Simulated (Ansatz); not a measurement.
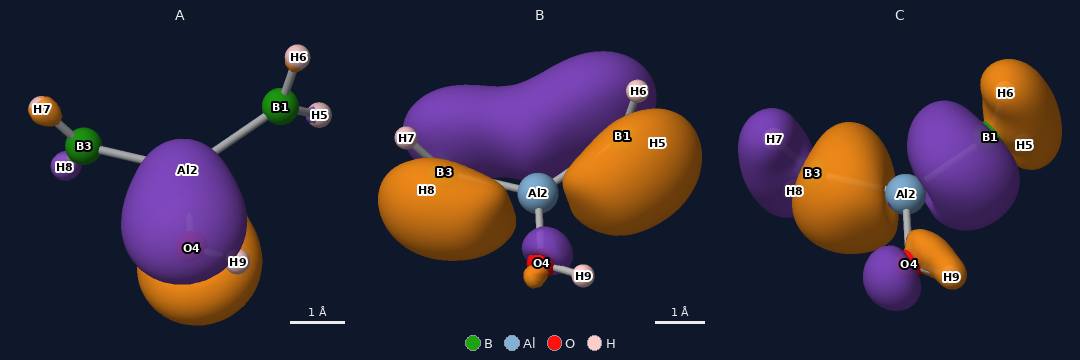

*AlB2H5O. Three frontier orbitals at ±0.08 Å⁻³ᐟ² (orange and purple are the two phases), in no order.*

All numbers below come from RKS PBE-D4/6-31G* in Ansatz.

Input file:

```
crystal:
  periodic: [false, false, false]
  atoms:
    - { symbol: B, position_ang: [0.02317, 1.98911, -0.7231] }
    - { symbol: Al, position_ang: [0.1349, 0.03024, -0.01629] }
    - { symbol: B, position_ang: [-0.76448, -1.71503, 0.69876] }
    - { symbol: O, position_ang: [1.77184, -0.29059, -0.02106] }
    - { symbol: H, position_ang: [-0.28788, 2.23549, -1.83425] }
    - { symbol: H, position_ang: [-0.10068, 2.91248, 0.00104] }
    - { symbol: H, position_ang: [-0.83715, -1.9611, 1.85008] }
    - { symbol: H, position_ang: [-0.92735, -2.66687, 0.02128] }
    - { symbol: H, position_ang: [2.70607, -0.45552, -0.03136] }
basis:
  gaussian: { orbitals: "6-31G*" }
hamiltonian:
  xc: pbe
  dispersion: d4
relax:
  f_tol: 0.015
  max_steps: 40
output:
  orbitals: {}
```

Launched as:

```sh
ansatz run input.yaml --threads 1 --pin off --max-ram 2048MiB --backend cpu --events-out ev --progress --plain --runs-dir out
```

The fields are those of the run's last geometry, not of the input's.

> Which picture is the HOMO−1, the HOMO and the LUMO?

A is the HOMO−1 (−6.96 eV). Its weight (Hirshfeld) is mainly on O4 (about 80 %); largely a lone pair of O4. C is the HOMO (−5.58 eV). It lies mainly on B1 (about 30 %), B3 (about 25 %), Al2 (about 25 %) and O4 (about 5 %). B is the LUMO (−3.50 eV). By Hirshfeld shares it lies mainly on B1 (about 40 %), B3 (about 25 %) and Al2 (about 20 %).

> What is the HOMO–LUMO gap?

2.08 eV between the orbital energies.
